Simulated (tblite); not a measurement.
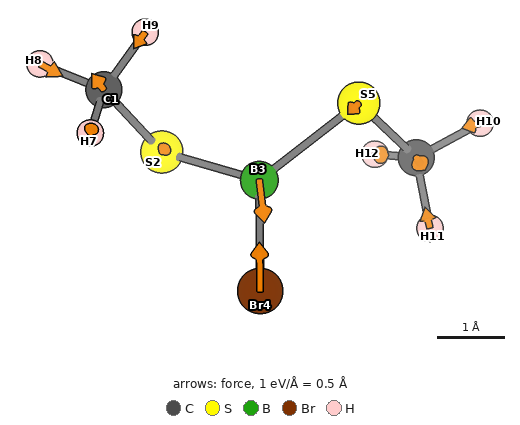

Starting geometry of C2H6BBrS2 (charge +1, multiplicity 2) with the computed forces as orange arrows. Style: ball-and-stick. Shown at a tilt.

Method: GFN2-xTB geometry optimisation, gas phase (tblite 0.8.0). 

Question: What follows when this structure is relaxed?

Answer: It isn't relaxed: the largest force vector, on the Br atom, is 1.80 eV/Å. The final displacements have little in common with the starting forces (cosine between the two patterns 0.23). The atom that moves furthest after the best rigid fit is an S atom (1.58 Å). Largest moves by element: S 1.58 Å, H 1.38 Å, Br 0.94 Å, B 0.82 Å, C 0.49 Å. Some distances before and after: B–Br 1.995 → 1.869 Å, B–S 1.892 → 1.822 Å, B–S 1.869 → 1.822 Å, C–H 1.113 → 1.089 Å. Bond angles that change, for instance: C–S–B 94.4° → 106.8°, B–S–C 94.7° → 106.7°, S–B–S 119.5° → 110.5°. Groups turn about B–S by about 90°, B–S by about 90°, C–S by about 45°. The energy falls by 23.4 kcal/mol in 66 geometry steps.
